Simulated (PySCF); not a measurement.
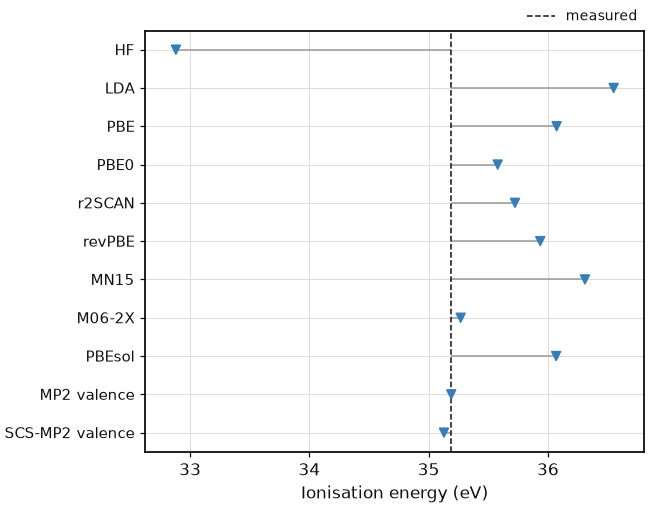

The ionisation energy of Ni²⁺ ([Ar] 3d⁸ → [Ar] 3d⁷) across levels of theory. PySCF, aug-cc-pVTZ, non-relativistic, unrestricted single determinants, no spin-orbit coupling. Methods marked “valence” freeze 18 core electrons.

Summarise the spread and list the values.

Answer. The values run from 32.88 eV (HF) to 36.55 eV (LDA). The measured value is 35.19 ± 0.02 eV; nearest to it come MP2 valence (+0.00) and SCS-MP2 valence (−0.06), furthest HF (−2.31 eV). These values lack spin-orbit coupling; with the first-order correction of −0.013 eV added, MP2 valence comes nearest (−0.01).

```
         Method  Ionisation energy (eV)
             HF                   32.88
            LDA                   36.55
            PBE                   36.07
           PBE0                   35.58
         r2SCAN                   35.72
         revPBE                   35.94
           MN15                   36.31
         M06-2X                   35.27
         PBEsol                   36.07
    MP2 valence                   35.19
SCS-MP2 valence                   35.13
```

Known limits: relativistic shift absent.
